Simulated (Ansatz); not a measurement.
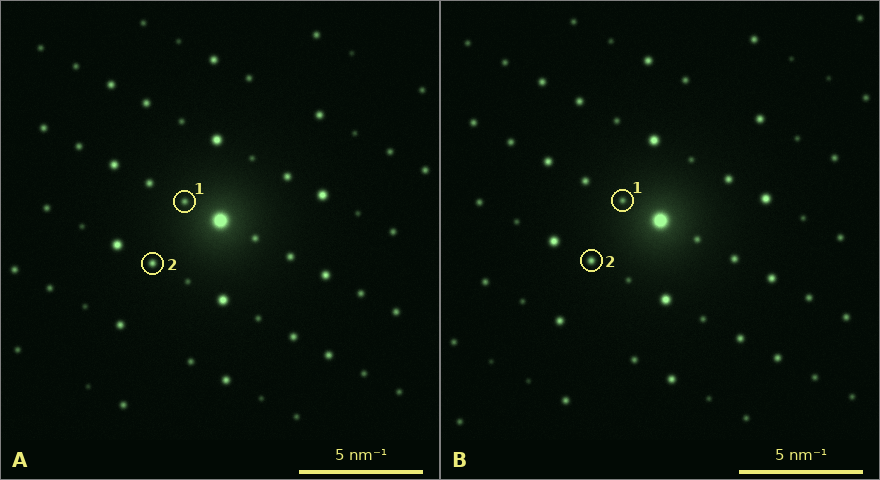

Kinematic electron diffraction patterns (300 kV, B = 0.5 Å², same scale) along [1-10] of the run's own cell, for the start and the end of one relaxation of Sn2As with DFT PBE, scalar-relativistic, plane waves, PAW in Ansatz 0.2.0. k mesh 6×6×6. The start is a generated model structure, and the relaxation ends in the nearest stationary point of its symmetry, not necessarily the ground state. Spot 1 is 0 0 -1 and spot 2 is 1 1 -1 in both.

Start structure:

```
Sn As
1.0
     7.22793    0.00000    0.00000
    -3.61397    6.25957    0.00000
     0.00000    0.00000    5.83518
Sn As
6 3
Direct
  0.36592 0.00000 0.20097
  0.00000 0.36592 0.20097
  0.63408 0.63408 0.20097
  0.00000 0.63408 0.79903
  0.63408 0.00000 0.79903
  0.36592 0.36592 0.79903
  0.33333 0.66667 0.50000
  0.66667 0.33333 0.50000
  0.00000 0.00000 0.00000
```

Which pattern belongs to the start structure, and which to the relaxed one?

B is the start: its cell gives d(1) = 5.835 Å, d(2) = 3.072 Å and an angle of 58.2°. A is the relaxed structure, with d(1) = 6.172 Å (+5.8 %), d(2) = 3.062 Å (-0.3 %) and 60.3°.

What did the relaxation do to the structure and the energy?

The volume changed by +0.7 % to 29.54 Å³ an atom; with the mean shift removed, the atoms moved by up to 0.06 Å relative to the cell (Sn most); the space group stayed P-31m (No. 162); the free energy fell by 4.3 meV an atom. Relaxed cell: a = 7.053 Å, b = 7.053 Å, c = 6.172 Å, α = 90.00°, β = 90.00°, γ = 120.00°.
